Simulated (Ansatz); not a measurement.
## Electronic structure of C3BN3 (B(CN)3) in real space

```yaml
atoms:
  - { symbol: B, position_ang: [0.0002, 0.0003, 0.0008] }
  - { symbol: C, position_ang: [1.5298, 0.0152, -0.0002] }
  - { symbol: N, position_ang: [2.6921, 0.0260, -0.0010] }
  - { symbol: C, position_ang: [-0.7779, 1.3171, -0.0068] }
  - { symbol: N, position_ang: [-1.3699, 2.3174, -0.0149] }
  - { symbol: C, position_ang: [-0.7514, -1.3319, 0.0085] }
  - { symbol: N, position_ang: [-1.3229, -2.3441, 0.0136] }
```

Geometry: B3LYP-D4/def2-SVP; not at a stationary point (largest force 1.2 eV/Å).

Level of theory: RKS PBE0-D4/def2-TZVP (Ansatz 0.2.0).

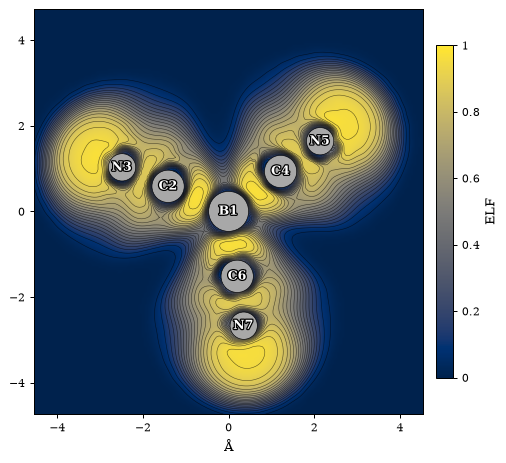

Figure 1. Electron localisation function on the molecular plane. Grey discs cover the atomic cores.

> Describe what can be read from this map.

Atoms in the plane: B, C and N.
C–N (1.16 Å): the ELF peaks at about 0.85 between the atoms: a multiple bond.
C–B (1.53 Å): the ELF peaks at about 1 between the atoms: a covalent bond.
The ELF also peaks beside N7, N3 and N5, away from the bonds: lone-pair regions.

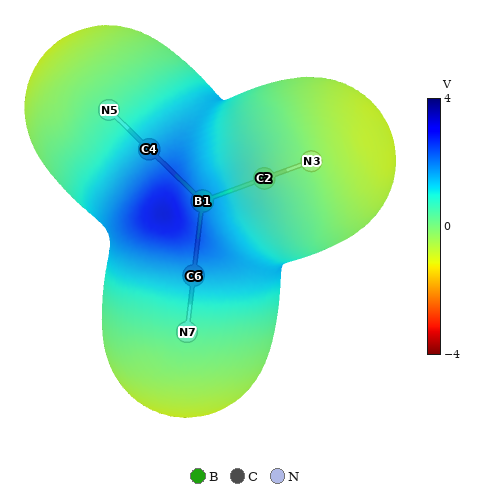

Figure 2. The electrostatic potential painted on the density surface at 0.002 e/bohr³, seen at a tilt; the colour scale runs from red (negative) to blue (positive).

> Which sites attract a positive test charge, and which a negative one?

A positive charge is drawn to the negative regions and a negative charge to the positive ones. The most negative region (about −1.0 V) lies over N3, N5 and N7, the most positive (about +3.2 V) over B1.

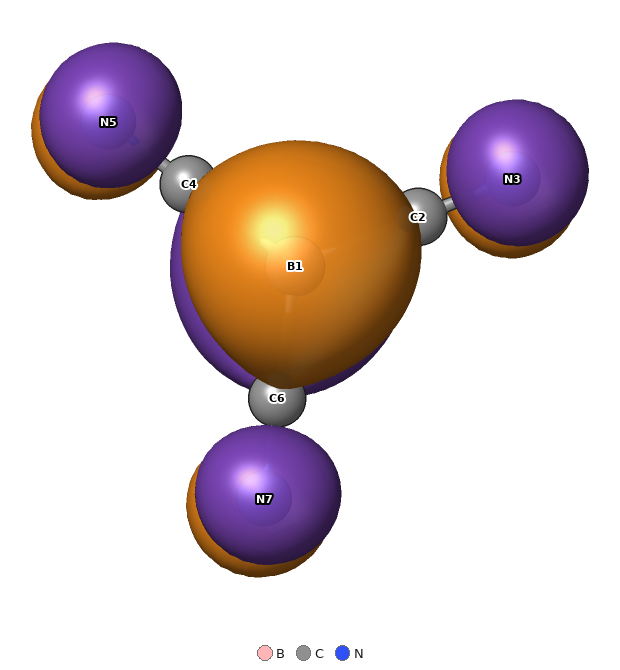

Figure 3. The LUMO at ±0.08 Å⁻³ᐟ² (orange and purple are the two phases), seen across its widest extent.

> Describe this orbital and give its energy.

By Hirshfeld shares it lies mainly on B1 (about 35 %), N3 (about 15 %), N7 (about 15 %), N5 (about 15 %), C4 (about 10 %), C2 (about 10 %) and C6 (about 10 %); it changes sign across the molecular plane (π type); π-antibonding (a node) across C2–N3, C4–N5 and C6–N7. Its energy is −5.29 eV.
